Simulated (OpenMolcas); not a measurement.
Run report: SiH4, single-point calculation

The run: single-point calculation of SiH4, multiplicity 3, SMILES [SiH4]. Method and program: PBE0/STO-3G, UKS (OpenMolcas 26.06).

The geometry is that of the parent species in another charge or spin state. The geometry comes from this level: PBE0-D4/def2-TZVP.

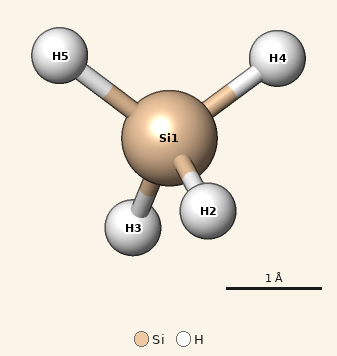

Figure 1. The structure (ball-and-stick view, seen at a tilt; atoms are numbered from 1 in the order of the input).

**Input file**
```
* H4Si Kohn-Sham DFT
&gateway
baslib
$CurrDir
coord
5
angstrom
Si       0.000000       0.000000      -0.000100
H        0.967600      -0.688400       0.890900
H       -1.331000       0.044900       0.656000
H       -0.105100      -0.740300      -1.282600
H        0.468500       1.383800      -0.264200
basis
STO-3G
group
NoSym
&seward
gridinput
Grid=UltraFine
End of Grid
&scf
uhf
spin
3
ksdft
PBE0
thresholds
1e-10 1e-07 1e-07 1e-05
prorbitals
1 1
```

Hardware: 1 thread of AMD EPYC (Zen 3), 64 GiB of memory available, shared host.

Run as:
```bash
export MOLCAS_MEM=1860
pymolcas run.inp > run.log
```

**The program's output**
```
--- Start Module: gateway ---

                                              &GATEWAY

                       available to each process: 1.9 GB of memory, 1 thread

 Basis Set     1 Label: SI.STO-3G
 Basis set is read from library:.
 basistype.tbl is not found

 Basis Set     2 Label: H.STO-3G
 Basis set is read from library:.
 basistype.tbl is not found

++    Symmetry information:
      ---------------------

                    Character Table for C1

                             E
                    a        1  x, y, xy, Rz, z, xz, Ry, yz, Rx, I
--

++    Basis set information:
      ----------------------

      Basis set label: SI.STO-3G.........

      Electronic valence basis set:
      ------------------
      Associated Effective Charge  14.000000 au
      Associated Actual Charge     14.000000 au
      Nuclear Model: Point charge

      Shell  nPrim  nBasis  Cartesian Spherical Contaminant
         s       9       3        X
         p       6       2        X

      Basis set label: H.STO-3G.........

      Electronic valence basis set:
      ------------------
      Associated Effective Charge   1.000000 au
      Associated Actual Charge      1.000000 au
      Nuclear Model: Point charge

      Shell  nPrim  nBasis  Cartesian Spherical Contaminant
         s       3       1        X
--

++    Molecular structure info:
      -------------------------

                    ************************************************
                    **** Cartesian Coordinates / bohr, angstrom ****
                    ************************************************

     Center  Label                x              y              z                     x              y              z
        1      SI1              0.000000       0.000000      -0.000189              0.000000       0.000000      -0.000100
        2      H2               1.828499      -1.300887       1.683557              0.967600      -0.688400       0.890900
        3      H3              -2.515225       0.084849       1.239660             -1.331000       0.044900       0.656000
        4      H4              -0.198610      -1.398964      -2.423763             -0.105100      -0.740300      -1.282600
        5      H5               0.885337       2.615003      -0.499266              0.468500       1.383800      -0.264200

                    ***************************************
                    *    InterNuclear Distances / bohr    *
                    ***************************************

               1 SI1           2 H2            3 H3            4 H4            5 H5
    1 SI1      0.000000
    2 H2       2.805480        0.000000
    3 H3       2.805492        4.580966        0.000000
    4 H4       2.805398        4.581361        4.581384        0.000000
    5 H5       2.805555        4.581317        4.581415        4.581546        0.000000

                    *******************************************
                    *    InterNuclear Distances / angstrom    *
                    *******************************************

               1 SI1           2 H2            3 H3            4 H4            5 H5
    1 SI1      0.000000
    2 H2       1.484596        0.000000
    3 H3       1.484602        2.424143        0.000000
    4 H4       1.484553        2.424352        2.424364        0.000000
    5 H5       1.484636        2.424329        2.424381        2.424450        0.000000

                    **************************************
                    *    Valence Bond Angles / degree    *
                    **************************************
                          Atom centers                 Phi
                      2 H2       1 SI1      3 H3       109.46
                      2 H2       1 SI1      4 H4       109.47
                      2 H2       1 SI1      5 H5       109.47
                      3 H3       1 SI1      4 H4       109.48
                      3 H3       1 SI1      5 H5       109.47
                      4 H4       1 SI1      5 H5       109.48
--

            Nuclear Potential Energy             21.27058826 au

--- Stop Module: gateway /rc=_RC_ALL_IS_WELL_ ---

--- Start Module: seward ---

                                              &SEWARD

                       available to each process: 1.9 GB of memory, 1 thread

               SEWARD will generate:
                  Multipole Moment integrals up to order  2
                  Kinetic Energy integrals
                  Nuclear Attraction integrals (point charge)
                  One-Electron Hamiltonian integrals
                  Velocity integrals
                  Orbital angular momentum around (  0.0000   0.0000  -0.0002 )
                  Velocity quadrupole around (  0.0000   0.0000  -0.0002 )
                  Two-Electron Repulsion integrals

                   Integrals are discarded if absolute value <: 1.00E-14
                   Integral cutoff threshold is set to       <: 1.00E-16

            Nuclear Potential Energy             21.27058826 au

      Basis set specifications :
      Symmetry species         a
      Basis functions           13

--- Stop Module: seward /rc=_RC_ALL_IS_WELL_ ---

--- Start Module: scf ---

                                                &SCF

                       available to each process: 1.9 GB of memory, 1 thread

++    Input section:
      --------------

      Header of the integral files:

      Cartesian coordinates in angstrom:
      -----------------------------------------------------
      No.  Label        X            Y            Z
      -----------------------------------------------------
       1   SI1        0.00000000   0.00000000  -0.00010000
       2   H2         0.96760000  -0.68840000   0.89090000
       3   H3        -1.33100000   0.04490000   0.65600000
       4   H4        -0.10510000  -0.74030000  -1.28260000
       5   H5         0.46850000   1.38380000  -0.26420000
      -----------------------------------------------------
      Nuclear repulsion energy =   21.27058826
--

++    Orbital specifications:
      -----------------------

      Symmetry species               1
                                     a
      Frozen orbitals                0
      Start temperature = 0.500
      End temperature   = 0.010
      Temperature Factor= 0.460
      Deleted orbitals               0
      Total number of orbitals      13
      Number of basis functions     13
--

      Molecular charge                           0.000

      Numerical integration parameters
      --------------------------------
      Radial quadrature type:                         MHL
      Size of radial grid:                            99
      Lebedev angular grid:                           41
      Angular grid pruned with the crowding factor:  1.00E+10
                                 and fading factor:  1.00E+01
      Screening threshold for integral computation:   1.00E-11
      Radial quadrature accuracy:                     1.00E-25
      Maximum batch size:                             128
      AO values are stored on disk
      The same grid will be used for all iterations.

      DFT functional specifications
      -----------------------------
      Using Libxc version: 6.2.2
      Please cite the following reference:
      S. Lehtola, C. Steigemann, M. J.T. Oliveira, and M. A.L. Marques.,  SoftwareX 7, 1–5 (2018) doi:10.1016/j.softx.2017.11.002

      * PBEH (PBE0)

++    Optimization specifications:
      ----------------------------

      SCF Algorithm: Conventional USCF
      D(i)-D(i-1) density differences are used
      Number of density matrices in core                 5
      Maximum number of NDDO SCF iterations            400
      Maximum number of HF SCF iterations              400
      Threshold for SCF energy change             1.00E-10
      Threshold for density matrix                1.00E-07
      Threshold for Fock matrix                   1.00E-07
      Threshold for linear dependence             1.00E-09
      Threshold at which DIIS is turned on        1.50E-01
      Maximum depth in the DIIS procedure                5
      Maximum depth in the BFGS Hessian update          30
      Threshold at which QNR/C2DIIS is turned on  7.50E-02
      Threshold for Norm(delta) (QNR/C2DIIS)      1.00E-05
      All orbitals punched on: UHFORB
--

      Input vectors read from INPORB
      Orbital file label: *Guess orbitals

++ Convergence information
                               UHF PBE0       iterations: Energy and convergence statistics

Iter     Tot. PBE0       One-elec.       Two-elec.     Energy      Max Dij or  Max Fij      DNorm      TNorm      AccCon     Time
         Energy          Energy          Energy        Change      Delta Norm                                                in Sec.
   1  -286.398596351  -460.146942427   152.477757811   0.00E+00    6.36E-02*   3.20E-01*    7.16E+00   6.30E+01   None         0.
   2  -287.215785740  -459.550408044   151.064034039  -8.17E-01*   1.82E-02*   1.56E-02*    2.27E+00   6.27E+01   EDIIS        0.
   3  -287.755956317  -459.725397743   150.698853161  -5.40E-01*   1.27E-02*   5.94E-03*    1.47E+00   6.26E+01   EDIIS        0.
   4  -287.809676854  -459.804976284   150.724711166  -5.37E-02*   5.63E-03*   2.36E-03*    5.88E-01   6.26E+01   EDIIS        0.
   5  -287.827365870  -459.605753774   150.507799639  -1.77E-02*   1.72E-02*   7.20E-03*    1.60E+00   6.26E+01   EDIIS        0.
   6  -287.856498585  -459.472392318   150.345305468  -2.91E-02*   1.82E-02*   7.67E-03*    2.10E+00   6.25E+01   EDIIS        0.
   7  -287.860832854  -459.547044543   150.415623424  -4.33E-03*   9.20E-03*   2.73E-03*    2.56E-01   6.26E+01   EDIIS        0.
   8  -287.860913981  -459.519436749   150.387934503  -8.11E-05*   2.90E-02*   1.58E-03*    4.87E-02   6.26E+01   EDIIS        0.
   9  -287.863406718  -459.536257164   150.402262182  -2.49E-03*   3.12E-01*   1.92E-02*    4.24E-01   6.26E+01   EDIIS        0.
  10  -287.888889933  -459.641283878   150.481805680  -2.55E-02*   2.81E-01*   2.31E-02*    1.63E+00   6.26E+01   EDIIS        0.
  11  -287.895759652  -459.676265575   150.509917658  -6.87E-03*   4.31E-01*   3.15E-02*    1.35E+00   6.26E+01   EDIIS        0.

       Fermi aufbau procedure completed!
      nOcc(alpha)=   10
      nOcc(beta) =    8

  12  -287.901820845  -459.750977867   150.578568757  -6.06E-03*   3.25E-01*   3.37E-02*    1.75E+00   6.26E+01   EDIIS        0.
  13  -287.910134991  -459.597060699   150.416337443  -8.31E-03*   2.98E-01*   2.98E-02*    8.37E-01   6.26E+01   EDIIS        0.
  14  -287.918324227  -459.962303238   150.773390747  -8.19E-03*   1.86E-01*   2.27E-02*    1.59E+00   6.26E+01   EDIIS        0.
  15  -287.922800046  -459.656839777   150.463451466  -4.48E-03*   1.02E-01*   1.71E-02*    4.17E-01   6.26E+01   EDIIS        0.
  16  -287.924343797  -459.910222780   150.715290717  -1.54E-03*   5.56E-02*   7.41E-03*    5.18E-01   6.26E+01   c2DIIS       0.
  17  -287.924806756  -459.809371788   150.613976767  -4.63E-04*   4.10E-02*   2.61E-03*    2.23E-01   6.26E+01   QNRc2DIIS    0.
  18  -287.924934559  -459.828000270   150.632477446  -1.28E-04*   4.33E-02*   1.45E-03*    1.23E-01   6.26E+01   QNRc2DIIS    0.
  19  -287.924979172  -459.817328718   150.621761282  -4.46E-05*   3.35E-03*   5.53E-04*    1.27E-01   6.26E+01   QNRc2DIIS    0.
  20  -287.924980968  -459.826081922   150.630512689  -1.80E-06*   1.80E-03*   8.00E-05*    5.76E-03   6.26E+01   QNRc2DIIS    0.
  21  -287.924981099  -459.826783163   150.631213799  -1.31E-07*   3.76E-04*   1.94E-05*    3.56E-03   6.26E+01   QNRc2DIIS    0.
  22  -287.924981103  -459.826814959   150.631245591  -3.86E-09*   1.11E-04*   9.21E-06*    1.09E-03   6.26E+01   QNRc2DIIS    0.
  23  -287.924981103  -459.826793817   150.631224449  -7.13E-10*   3.17E-05*   2.80E-06*    1.47E-04   6.26E+01   QNRc2DIIS    0.
  24  -287.924981103  -459.826798604   150.631229236  -5.00E-11    6.82E-06    3.55E-07*    6.84E-05   6.26E+01   QNRc2DIIS    0.
  25  -287.924981103  -459.826801063   150.631231694  -1.88E-12    1.40E-06    8.30E-08     2.46E-05   6.26E+01   QNRc2DIIS    0.

       Convergence after  25 Iterations
--

 *****************************************************************************************************************************
 *                                             SCF/KS-DFT Program, Final results                                             *
 *                                                       Final Results                                                       *
 *****************************************************************************************************************************

::    Total KS-DFT energy                            -287.9249811035
      One-electron energy                            -459.8268010626
      Two-electron energy                             150.6312316944
      Nuclear repulsion energy                         21.2705882647
      Kinetic energy (interpolated)                   284.5544262804
      Virial theorem                                    1.0118450269
      Total spin, S(S+1)                                2.0005707060
      Total spin, S                                     1.0001902233
      Max non-diagonal density matrix element           0.0000009555
      Max non-diagonal Fock matrix element              0.0000000355

      All orbitals with orbital energies smaller than  E(LUMO)+0.5 are printed

++    Molecular orbitals:
      -------------------

      Title: UKS-DFT orbitals (alpha)

      Molecular orbitals for symmetry species 1: a

          Orbital            1         2         3         4         5         6         7         8         9        10
          Energy          -65.4184   -5.0899   -3.3741   -3.3615   -3.3615   -0.5373   -0.3684   -0.2939   -0.2939    0.1707
          Occ. No.          1.0000    1.0000    1.0000    1.0000    1.0000    1.0000    1.0000    1.0000    1.0000    1.0000

          Orbital           11        12        13
          Energy            0.3353    0.3505    0.3506
          Occ. No.          0.0000    0.0000    0.0000

--

      All orbitals with orbital energies smaller than  E(LUMO)+0.5 are printed

++    Molecular orbitals:
      -------------------

      Title: UKS-DFT orbitals (beta)

      Molecular orbitals for symmetry species 1: a

          Orbital            1         2         3         4         5         6         7         8         9        10
          Energy          -65.4116   -5.0791   -3.3553   -3.3553   -3.3507   -0.4689   -0.2769   -0.2769   -0.1022    0.3530
          Occ. No.          1.0000    1.0000    1.0000    1.0000    1.0000    1.0000    1.0000    1.0000    0.0000    0.0000

          Orbital           11        12
          Energy            0.3851    0.3852
          Occ. No.          0.0000    0.0000

--

++    Molecular charges:
      ------------------

      Mulliken charges per centre and basis function type
      ---------------------------------------------------

                            SI1                     H2                      H3                      H4                      H5
                     alpha        beta       alpha        beta       alpha        beta       alpha        beta       alpha        beta
      1s           2.8097      2.6122      0.5773      0.5412      0.5774      0.5412      0.5774      0.5411      0.9933      0.0201
      2px          1.4155      1.3315      0.0000      0.0000      0.0000      0.0000      0.0000      0.0000      0.0000      0.0000
      2pz          1.3944      1.3557      0.0000      0.0000      0.0000      0.0000      0.0000      0.0000      0.0000      0.0000
      2py          1.6549      1.0570      0.0000      0.0000      0.0000      0.0000      0.0000      0.0000      0.0000      0.0000
      Total        7.2745      6.3564      0.5773      0.5412      0.5774      0.5412      0.5774      0.5411      0.9933      0.0201
      Total             13.6309                  1.1185                  1.1185                  1.1185                  1.0134

      Charge            0.3691                 -0.1185                 -0.1185                 -0.1185                 -0.0134

      Total electronic charge=   18.000000

      Total            charge=   -0.000000
--

++    Molecular orbitals:
      -------------------

      Title: Natural orbitals

      Molecular orbitals for symmetry species 1: a

          Orbital            1         2         3         4         5         6         7         8         9        10
          Energy          -65.4150   -5.0828   -3.3623   -3.3463   -3.3462   -0.4923   -0.2975   -0.2975   -0.2331    0.3090
          Occ. No.          2.0000    2.0000    2.0000    2.0000    2.0000    1.9999    1.9999    1.9999    1.0000    1.0000

          Orbital           11        12        13
          Energy            0.3678    0.3678    0.3484
          Occ. No.          0.0001    0.0001    0.0001

--

++    Molecular properties:
      ---------------------

      Charge (e):
                      =   -0.0000
      Dipole Moment (debye):
      Origin of the operator (angstrom)=    0.0000    0.0000   -0.0001
                   X=  7.4720E-02               Y=  2.2022E-01               Z= -4.1618E-02           Total=  2.3625E-01
      Quadrupole Moment (debye*angstrom):
      Origin of the operator (angstrom)=    0.0000    0.0000   -0.0001
                  XX= -1.4595E+01              XY=  1.8000E-01              XZ= -3.4297E-02              YY= -1.4124E+01
                  YZ= -1.0171E-01              ZZ= -1.4637E+01
      In traceless form (debye*angstrom)
                  XX= -2.1439E-01              XY=  2.7000E-01              XZ= -5.1445E-02              YY=  4.9184E-01
                  YZ= -1.5256E-01              ZZ= -2.7746E-01
--

--- Stop Module: scf /rc=_RC_ALL_IS_WELL_ ---
--- Module scf spent 8 seconds ---

.##################.
.# Happy landing! #.
.##################.

    Timing: Wall=9.59 User=7.51 System=2.04
```

**Summary**

| quantity | value |
| --- | --- |
| outcome | converged |
| total energy | −287.924981 hartree |
| basis functions | 13 |
| ⟨S²⟩ | 2.001 |
| dipole moment | 0.24 debye |
| wall time | 9.9 s |
| peak memory | 0.37 GiB |
